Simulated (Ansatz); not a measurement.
# Redistribution: C4H6F2 + CH3I → C4H7F + CH2FI

Species: C4H6F2 `C/C(F)=C/CF`, singlet; CH3I (methyl iodide) `CI`, singlet; C4H7F `C/C=C(/C)F`, singlet; CH2FI (fluoroiodomethane) `FCI`, singlet. The partners trade F for H; both sit on C, so the bond types are kept.

Shapes, held fixed at every level: PBE0-D4/def2-TZVP. Flexible molecules stand in one conformer, not always the lowest. Programs: Ansatz 0.2.0. The zero-point and thermal change to 298 K, harmonic and unscaled (PBE0-D4/def2-TZVP), is -0.3 kJ/mol.

| level | kind | ΔH(298 K) (kJ/mol) | less CCSD(T)/def2-TZVPP | CPU time (sum over the molecules) |
| --- | --- | --- | --- | --- |
| HF/def2-SVP | Hartree–Fock | +22.2 | +8.9 | – |
| r2SCAN-D4/def2-TZVPP | meta-GGA | +8.1 | -5.2 | 35 s |
| B3LYP-D4/def2-TZVPP | global hybrid | +9.7 | -3.6 | 5.2 min |
| r2SCAN0-D4/def2-TZVPP | global hybrid | +10.7 | -2.6 | 36 s |
| B2PLYP/def2-TZVPP | double hybrid | +11.9 | -1.4 | 43 s |
| CCSD(T)/def2-SVP | coupled cluster or CI | +13.0 | -0.3 | 57 s |
| CCSD/def2-TZVPP | coupled cluster or CI | +14.5 | +1.2 | – |
| CCSD(T)/def2-TZVPP | coupled cluster or CI | +13.3 | 0.0 | 25 min |

The highest level, CCSD(T)/def2-TZVPP, gives ΔH(298 K) = +13.3 kJ/mol; the levels span +8.1 to +22.2. The column of differences is taken from that level and isn't an error. No measured value is set beside it here. For atoms past krypton def2 sets carry core potentials with scalar relativity. Outer-core shells of I are correlated in most correlated rows, in sets that cover them unevenly. Times are processor times on shared x86 and Arm servers, and rough.

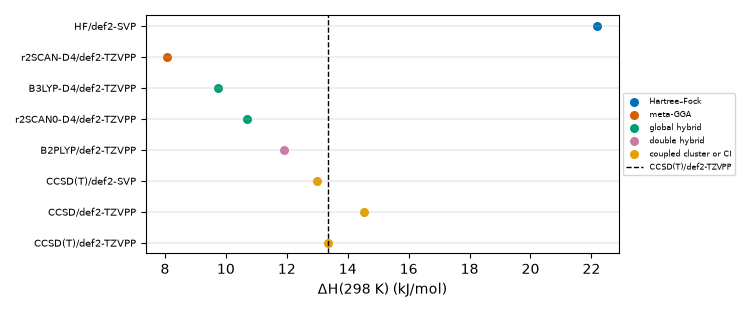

The values of the table, level by level.
